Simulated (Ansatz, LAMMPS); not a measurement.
# Amorphous polyacrylonitrile (as short chains C14N4H18) at 400 K (108 atoms): a single point, part 2 of 2

What does DFT give for amorphous polyacrylonitrile (as short chains C14N4H18) at 400 K (108 atoms) as built?

Ansatz 0.2.0; Kohn-Sham DFT, PBE+D3(BJ), PAW (set soft_2), plane waves.

The cell: 42 C, 12 N and 54 H. The network of contacts between molecules at the start is that of the classical potential that made the cell. The density was typed from a rule of thumb and may lie off the real one at this temperature. The Brillouin zone is sampled at Γ only, in a cell whose shortest periodic width is 10 Å.

So far. Step 3 (Plane-wave single point): Neighbours are counted within 1.34 Å (H-C), 1.85 Å (C-C), 1.62 Å (C-N).

### 3. Plane-wave single point (continued)

Density of states as counts of states in windows of 1 eV (from the Fermi level), total and the larger projections:

| from (eV) | to (eV) | total | C p | N p | H s | C s |
| --- | --- | --- | --- | --- | --- | --- |
| -10 | -9 | 10.5 | 4.3 | 0.0 | 2.1 | 3.8 |
| -9 | -8 | 9.3 | 4.0 | 0.0 | 1.9 | 3.0 |
| -8 | -7 | 5.0 | 2.2 | 0.0 | 1.2 | 1.4 |
| -7 | -6 | 17.1 | 11.9 | 0.2 | 2.9 | 1.5 |
| -6 | -5 | 13.1 | 9.6 | 0.2 | 2.1 | 0.9 |
| -5 | -4 | 17.2 | 12.7 | 0.5 | 2.8 | 0.8 |
| -4 | -3 | 22.7 | 14.6 | 1.7 | 4.8 | 0.9 |
| -3 | -2 | 33.3 | 17.5 | 5.9 | 7.2 | 1.0 |
| -2 | -1 | 58.5 | 24.0 | 21.5 | 7.3 | 0.5 |
| -1 | 0 | 34.4 | 17.1 | 11.5 | 4.9 | 0.3 |
| 0 | 1 | 0.9 | 0.5 | 0.2 | 0.2 | 0.0 |
| 1 | 5 | 0.0 | 0.0 | 0.0 | 0.0 | 0.0 |

The curve was stored every 0.100 eV, coarse against its broadening of 0.08 eV, so these counts are rough.

With fixed occupations the program's Fermi level is the highest filled level; weight inside the gap is the broadening of levels at its edges.

Between -17 and -10 eV lie 60 more states.

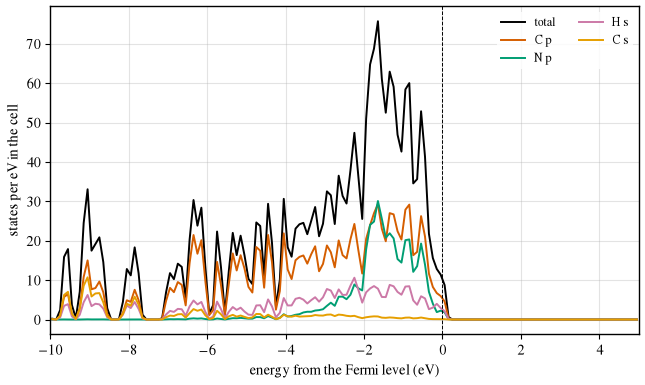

Total and projected density of states, with the broadening of the input.

The levels nearest the highest filled one (over half full), pooled over k-points and spins:

| level less the highest filled one (eV) | occupation |
| --- | --- |
| -0.490 | 2 |
| -0.470 | 2 |
| -0.403 | 2 |
| -0.303 | 2 |
| -0.173 | 2 |
| 0 | 2 |
| 5.79 | 0 |
| 5.82 | 0 |
| 5.89 | 0 |
| 5.93 | 0 |
| 6.02 | 0 |
| 6.11 | 0 |

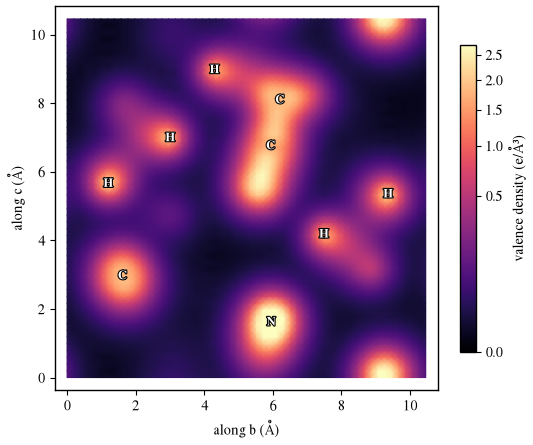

Valence density in the bc plane at fractional x = 0.441, with atoms of C and N and H within 0.2 Å of it. It is the smooth field of the valence electrons, not physical close to the nuclei. The map starts off the cell's origin, so that atoms lie inside it. The colour scale is stretched toward low values.

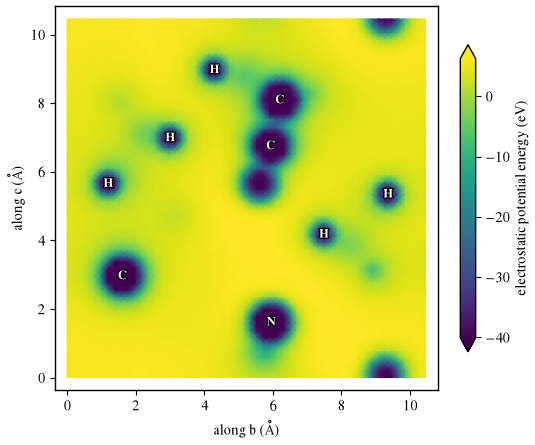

Electrostatic potential energy in the bc plane at fractional x = 0.441, with atoms of C and N and H within 0.2 Å of it. With pseudopotentials it is smooth inside the atoms' cores, unlike the true potential. The map starts off the cell's origin, so that atoms lie inside it.

Mean Löwdin charges: C -0.11, H +0.20, N -0.21 e (they miss 1.2 % of the electrons, so they add up to more than the cell's charge). The largest share in the top eV of filled states is C p (50 % of the projected weight), and in the lowest eV of empty states C p (45 % of the projected weight).

### 4. Structure statistics

These statistics describe the geometry on which the runs were made.

Density 1.06 g/cm³, 10.58 Å³ an atom.

g(r), total and by pair (bins of 0.2 Å):

| r (Å) | total | H-H | H-C | H-N | C-C | C-N | N-N |
| --- | --- | --- | --- | --- | --- | --- | --- |
| 1.00 | 2.13 | 0.00 | 5.50 | 0.00 | 0.00 | 0.00 | 0.00 |
| 1.20 | 2.10 | 0.00 | 3.59 | 0.00 | 0.00 | 8.10 | 0.00 |
| 1.40 | 0.71 | 0.00 | 0.00 | 0.00 | 4.67 | 0.00 | 0.00 |
| 1.60 | 0.75 | 0.36 | 0.00 | 0.00 | 4.37 | 0.00 | 0.00 |
| 1.80 | 0.63 | 2.51 | 0.00 | 0.00 | 0.00 | 0.00 | 0.00 |
| 2.00 | 0.95 | 0.40 | 2.20 | 0.00 | 0.00 | 0.00 | 0.00 |
| 2.20 | 1.24 | 1.03 | 2.32 | 0.28 | 0.30 | 0.00 | 0.00 |
| 2.40 | 1.26 | 1.77 | 0.79 | 1.09 | 2.52 | 0.00 | 0.00 |
| 2.60 | 1.18 | 1.18 | 1.19 | 0.93 | 1.25 | 1.59 | 0.00 |
| 2.80 | 0.95 | 1.08 | 1.29 | 1.44 | 0.13 | 0.00 | 0.00 |
| 3.00 | 0.88 | 1.43 | 0.73 | 1.38 | 0.35 | 0.39 | 0.00 |
| 3.20 | 0.81 | 0.70 | 0.54 | 2.00 | 0.76 | 0.96 | 0.62 |
| 3.40 | 1.08 | 0.76 | 1.07 | 1.70 | 0.18 | 2.87 | 1.08 |
| 3.60 | 0.86 | 0.70 | 0.84 | 1.14 | 0.52 | 1.68 | 0.47 |
| 3.80 | 0.85 | 1.02 | 0.58 | 1.17 | 0.93 | 0.93 | 1.73 |
| 4.00 | 0.94 | 0.78 | 1.02 | 0.66 | 0.67 | 1.75 | 1.55 |
| 4.20 | 0.86 | 0.79 | 0.79 | 0.87 | 1.15 | 0.87 | 0.72 |
| 4.40 | 0.97 | 1.09 | 0.81 | 1.16 | 0.93 | 1.12 | 1.31 |
| 4.60 | 0.86 | 0.85 | 0.95 | 0.79 | 0.71 | 0.76 | 1.49 |
| 4.80 | 1.04 | 1.06 | 0.90 | 0.94 | 1.21 | 1.55 | 0.28 |
| 5.00 | 1.11 | 1.10 | 1.17 | 1.15 | 0.99 | 1.04 | 1.54 |

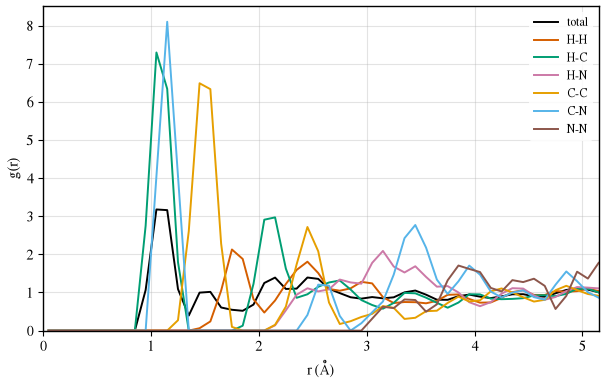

Pair distribution functions, lightly smoothed.

Bonds by pair of elements; cutoffs follow the first minimum of g(r), held within bounds set by covalent radii, and pairs that aren't listed don't count as bonded:

| pair A-B | cutoff (Å) | bonds | mean length (Å) | spread (Å) | shortest (Å) | B about A | A about B |
| --- | --- | --- | --- | --- | --- | --- | --- |
| H-C | 1.34 | 54 | 1.10 | 0.038 | 1.01 | 1 | 1.29 |
| C-C | 1.85 | 39 | 1.49 | 0.051 | 1.37 | 1.86 | 1.86 |
| C-N | 1.62 | 12 | 1.16 | 0.02 | 1.13 | 0.286 | 1 |

How many atoms have how many bonded neighbours:

| element | mean | 1 | 2 | 4 |
| --- | --- | --- | --- | --- |
| C | 3.43 | 0 | 12 | 30 |
| H | 1 | 54 | 0 | 0 |
| N | 1 | 12 | 0 | 0 |

Bond angles (no mean is given where the spread exceeds 20°):

| angle | count | mean (°) | spread (°) |
| --- | --- | --- | --- |
| C-C-H | 102 | 109 | 4.8 |
| C-C-C | 48 | 111 | 4.5 |
| H-C-H | 30 | 108 | 5.4 |
| C-C-N | 12 | 172 | 3.1 |

Bond length by coordination (bonds to H left out):

| element | coordination | atoms | mean bond length (Å) |
| --- | --- | --- | --- |
| C | 2 | 12 | 1.31 |
| C | 4 | 30 | 1.50 |

By these cutoffs 71 % of C atoms have 4, all H atoms have 1 and all N atoms have 1 bonded neighbour. The C-C-H angle averages 109° with a spread of 5°.

The surroundings of C8, which bears the longest force, nearest first, numbered as they follow in the input and with coordinates relative to it.

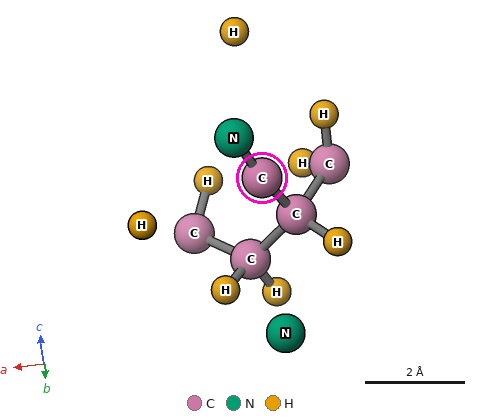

The atoms of the table, within 3.3 Å (arrows a, b, c point along x, y, z); some may hide others; the central atom is ringed.

| atom | x | y | z | distance (Å) | bonds | Löwdin charge (e) | Fx | Fy | Fz (eV/Å) |
| --- | --- | --- | --- | --- | --- | --- | --- | --- | --- |
| C8 | 0.00 | 0.00 | 0.00 | 0.00 | 2 | 0.21 | 2.44 | 1.74 | 5.24 |
| N9 | 0.46 | 0.29 | 1.07 | 1.20 | 1 | -0.22 | -1.00 | -0.41 | -3.03 |
| C7 | -0.59 | -0.56 | -1.13 | 1.39 | 4 | -0.12 | -1.77 | 0.21 | -0.94 |
| H27 | -1.36 | 0.24 | -1.49 | 2.03 | 1 | 0.21 | 1.33 | -1.18 | 0.01 |
| H29 | -1.40 | -1.78 | 0.47 | 2.31 | 1 | 0.21 | -0.20 | 0.09 | 0.24 |
| C10 | -1.37 | -1.76 | -0.61 | 2.32 | 4 | -0.23 | 1.28 | -0.37 | 0.92 |
| C6 | 0.45 | -0.95 | -2.14 | 2.38 | 4 | -0.25 | 1.39 | 1.53 | -1.73 |
| H25 | 1.02 | -0.01 | -2.35 | 2.56 | 1 | 0.19 | -0.71 | -0.53 | -0.39 |
| H28 | -0.83 | -2.67 | -0.90 | 2.94 | 1 | 0.18 | -0.07 | -0.11 | 0.11 |
| H105 | 2.52 | 1.77 | 0.03 | 3.08 | 1 | 0.23 | -0.19 | -0.11 | 0.48 |
| C3 | 1.52 | -2.01 | -1.87 | 3.14 | 4 | -0.10 | 0.03 | -0.27 | 1.47 |
| H24 | 1.11 | -2.76 | -1.07 | 3.16 | 1 | 0.18 | 1.36 | 1.44 | -0.64 |
| H60 | 0.20 | -2.33 | 2.29 | 3.27 | 1 | 0.23 | -0.90 | 0.52 | -1.91 |
| N53 | -0.10 | 2.08 | -2.59 | 3.32 | 1 | -0.19 | 1.85 | -1.99 | 0.85 |
| H26 | 0.00 | -1.32 | -3.07 | 3.34 | 1 | 0.19 | -0.45 | 0.61 | 0.16 |

The column of bonds counts only the pairs H-C within 1.34 Å, C-C within 1.85 Å, C-N within 1.62 Å; other neighbours, such as metal atoms beside each other in a compound, aren't counted, and periodic images can show an atom twice.

### 5. Results

* free energy per atom: -148.1875 eV/atom
* pressure: 3.736 GPa
* r.m.s. force component: 1.222 eV/Å
* gap (highest filled to lowest empty level): 5.788 eV
* wall time of the 1 DFT run: 6 s

In words: The highest filled and lowest empty levels differ by 5.79 eV (at Γ alone); a semilocal functional tends to put such gaps too low. In a disordered cell it changes from sample to sample, and tail or defect levels can set it. With the cutoffs above, 71 % of C atoms have 4, all H atoms have 1 and all N atoms have 1 bonded neighbour.

What to keep in mind: The force components of 1.2 eV/Å r.m.s. hold both thermal displacement and the mismatch between the potential that made the cell and DFT, above all in bond lengths inside molecules. The stress is far from hydrostatic: its diagonal is 1.6, 4.1, 5.4 GPa, compression counted positive. The pressure of 3.7 GPa is that of one thermal frame, in which the classical model's bond lengths enter as well as the volume, without the kinetic term and with the strain of bonds inside molecules.

[Hosts, paths, dates, database ids (printed as entryN), source tags and the programs' standing remarks are cut or masked in the printed files.]
